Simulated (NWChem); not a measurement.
# CH3 (SMILES [CH3]): levels of theory compared

We compute a comparison of 5 runs (UHF/STO-3G, UHF/3-21G, UB3LYP/6-31G*, UCR-CCSD(T)/cc-pVTZ) of CH3. 

The calculation is run with NWChem 7.3.0.

## Step 1: Starting point

The species is CH3 (4 atoms), meant as a doublet with charge 0. As SMILES, `[CH3]`. The shape is that of a PBE0-D4/def2-TZVP optimisation.

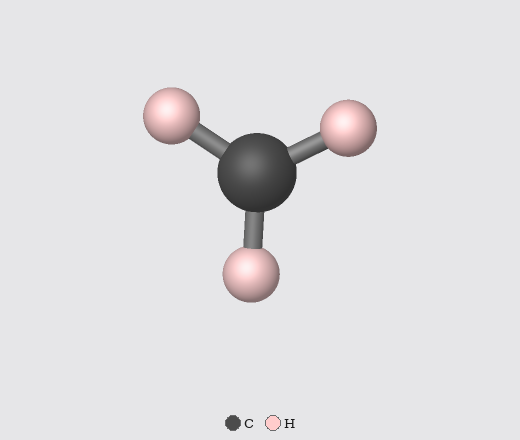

The structure, seen from a chosen angle (carbon dark grey, hydrogen pink).

## Step 2: Energy and forces at UHF/STO-3G (run 1)

File geom.nw:

```
start geom
title "CH3 gradient"
memory stack 880 mb heap 220 mb global 1100 mb
geometry noautosym nocenter noautoz
 C     0.000000    0.000000    0.000000
 H     0.091200    0.901900    0.587200
 H    -0.883200   -0.167600   -0.598700
 H     0.792000   -0.734300    0.011400
end
basis spherical bse
 * library STO-3G
end
scf
 nopen 1
 uhf
 thresh 1e-08
 maxiter 80
end
task scf gradient
```

Started as:

```sh
$ nwchem geom.nw > geom.out
```

Output:

```text
[...]
  functions       =     8
[...]
  wavefunction    = UHF
[...]
         Total SCF energy =    -39.076701072998
      One electron energy =    -71.332340881448
      Two electron energy =     22.588053729800
 Nuclear repulsion energy =      9.667586078650
                       Sz =      0.5000
                 Sz(Sz+1) =      0.7500
                      S^2 =      0.7653
[...]
                         UHF ENERGY GRADIENTS
    atom               coordinates                        gradient
                 x          y          z           x          y          z
   1 C       0.000000   0.000000   0.000000    0.000002   0.000018   0.000011
   2 H       0.172343   1.704344   1.109647    0.000143   0.001462   0.000950
   3 H      -1.669006  -0.316718  -1.131379   -0.001440  -0.000274  -0.000976
   4 H       1.496663  -1.387626   0.021543    0.001294  -0.001206   0.000015
[...]
```

Run time: 0.58 s. Hardware: 1 thread of Intel Xeon Platinum 8488C (Sapphire Rapids), shared host; peak memory 0.1 GiB.

## Step 3: Energy and forces at UHF/3-21G (run 2)

File job.nw:

```
start job
title "CH3 gradient"
memory total 2200 mb

geometry units au noautosym nocenter noautoz
  C   0.00000000  0.00000000  0.00000000
  H   0.17234302  1.70434399  1.10964718
  H  -1.66900611 -0.31671810 -1.13137903
  H   1.49666309 -1.38762589  0.02154288
end

basis spherical bse
  * library 3-21G
end

scf
  doublet
  uhf
  thresh 1e-08
  maxiter 80
end

task scf gradient
```

Started as:

```sh
$ nwchem job.nw > job.out
```

Output:

```text
[...]
  functions       =    15
[...]
  wavefunction    = UHF
[...]
         Total SCF energy =    -39.342459845705
      One electron energy =    -71.249007087578
      Two electron energy =     22.238961847277
 Nuclear repulsion energy =      9.667585394597
                       Sz =      0.5000
                 Sz(Sz+1) =      0.7500
                      S^2 =      0.7624
[...]
                         UHF ENERGY GRADIENTS
    atom               coordinates                        gradient
                 x          y          z           x          y          z
   1 C       0.000000   0.000000   0.000000    0.000001   0.000013   0.000010
   2 H       0.172343   1.704344   1.109647    0.000523   0.005212   0.003391
   3 H      -1.669006  -0.316718  -1.131379   -0.005108  -0.000970  -0.003464
   4 H       1.496663  -1.387626   0.021543    0.004584  -0.004255   0.000063
[...]
```

Wall time 0.62 s (1 thread of Intel Xeon Platinum 8488C (Sapphire Rapids), shared host); peak memory 0.099 GiB.

Runs 3 to 4 aren't shown in full; the table further down has their settings and results.

## Step 4: The energy at UCR-CCSD(T)/cc-pVTZ (run 5)

File ch3.xyz:

```xyz
4

C      0.000000     0.000000     0.000000
H      0.091200     0.901900     0.587200
H     -0.883200    -0.167600    -0.598700
H      0.792000    -0.734300     0.011400
```

File ch3.nw:

```
start ch3
memory 2200 mb
geometry units angstrom noautosym nocenter noautoz
  load ch3.xyz
end
basis spherical bse
  C library cc-pVTZ
  H library cc-pVTZ
end
scf
  doublet
  uhf
  thresh 1e-08
  maxiter 80
  print low
end
tce
  scf
  cr-ccsd(t)
  freeze core 1
  maxiter 60
end
task tce
```

Started as:

```sh
$ nwchem ch3.nw > ch3.out
```

Output:

```text
[...]
  functions       =    72
[...]
  wavefunction    = UHF
[...]
         Total SCF energy =    -39.577436149163
      One electron energy =    -71.569315904340
      Two electron energy =     22.324293676527
 Nuclear repulsion energy =      9.667586078650
                       Sz =      0.5000
                 Sz(Sz+1) =      0.7500
                      S^2 =      0.7618
[...]
         Wavefunction type : Unrestricted Hartree-Fock
          No. of electrons :     9
[...]
         Spin multiplicity : doublet
[...]
 CCSD total energy / hartree       =       -39.756247456817576
[...]
 CR-CCSD[T] total energy / hartree       =       -39.760552572528020
[...]
 CR-CCSD(T) total energy / hartree       =       -39.760460415867996
[...]
```

Run time: 31 s. Hardware: 1 thread of Intel Xeon Platinum 8488C (Sapphire Rapids), shared host; peak memory 0.9 GiB.

## Step 5: All runs side by side

```csv
run,level,iteration cap,module,energy (Eh),dipole moment (D),HOMO energy (eV),LUMO energy (eV),wall time
1,UHF/STO-3G,80,scf,-39.076701,0.00,-9.70,9.10,0.58 s
2,UHF/3-21G,80,scf,-39.342460,0.00,-10.51,4.42,0.62 s
3,UB3LYP/6-31G* (spherical functions),100,dft,-39.837502,0.00,-6.10,-1.31,4.8 s
4,UB3LYP/6-31G* (Cartesian functions),100,dft,-39.838277,0.00,-6.10,-1.31,4.5 s
5,UCR-CCSD(T)/cc-pVTZ,80,tce,-39.760460,–,–,–,31 s
```

## Step 6: Results

| quantity | value |
| --- | --- |
| run 5: total energy | -39.76046 Eh |
| run 5: correlation energy (1 core orbital frozen) | -183.0 mEh |
| run 5: ⟨S²⟩ of the reference determinant | 0.762 |

What this shows: In run 1 the basis is minimal, so the values are rough. All runs together took 41 s, the longest 31 s.
